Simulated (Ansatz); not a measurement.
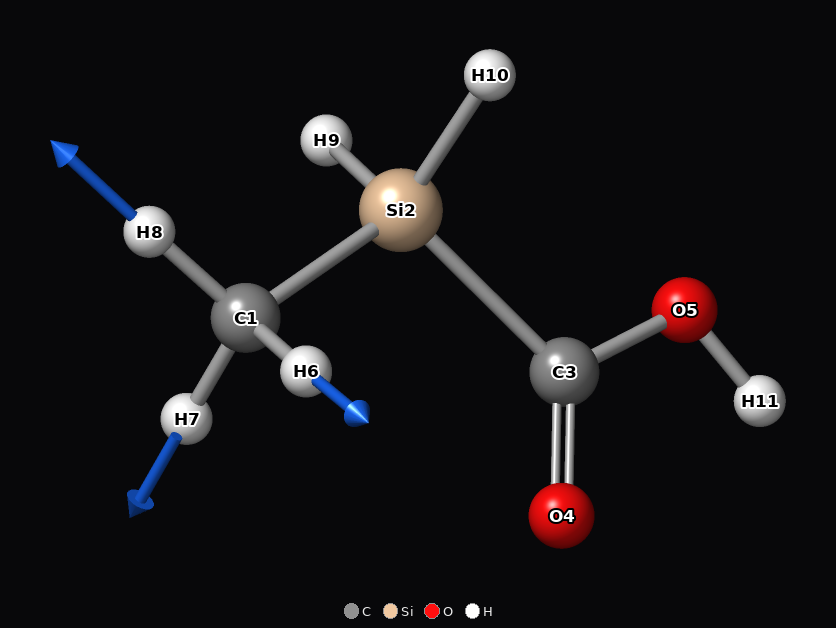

The arrows show one normal mode. Harmonic vibrations computed with RKS PBE0-D4/def2-TZVP (Ansatz 0.2.0) at a stationary point of the same level.

**Describe the motion.**

Mostly in-phase stretching of 3 C–H bonds.

**Estimate its harmonic wavenumber.**

3060 cm⁻¹; it is mode 24 of 27 counted from the lowest.
